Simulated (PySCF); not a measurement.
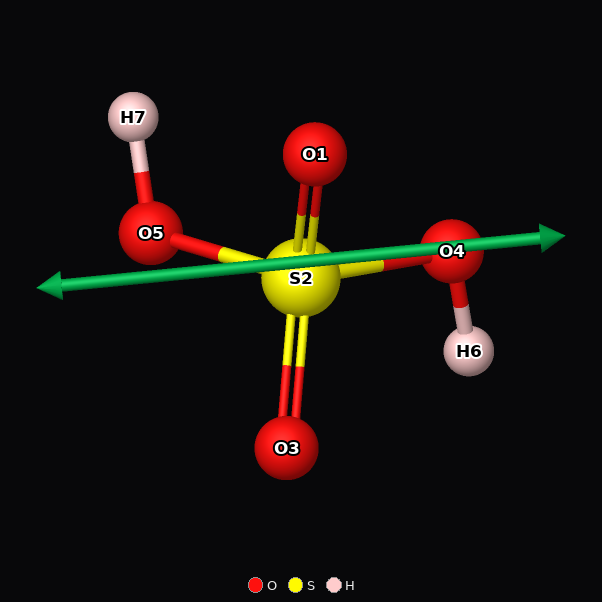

The double arrow shows the direction of the transition dipole to excited singlet state 8 (its length means nothing). The computed structure is the end point of a PBE0-D3(BJ)/def2-SVP optimisation. No frequency run is at hand to confirm it as a minimum. Properties computed with TDDFT CAM-B3LYP/def2-SVPD, vertical, gas phase, core orbitals frozen in the response (PySCF 2.14.0).

**Give its energy, strength and character.**

9.71 eV (128 nm), oscillator strength 0.050, of mixed character, with the largest part HOMO−4 → LUMO (weight 0.34); transition dipole 1.16 D.
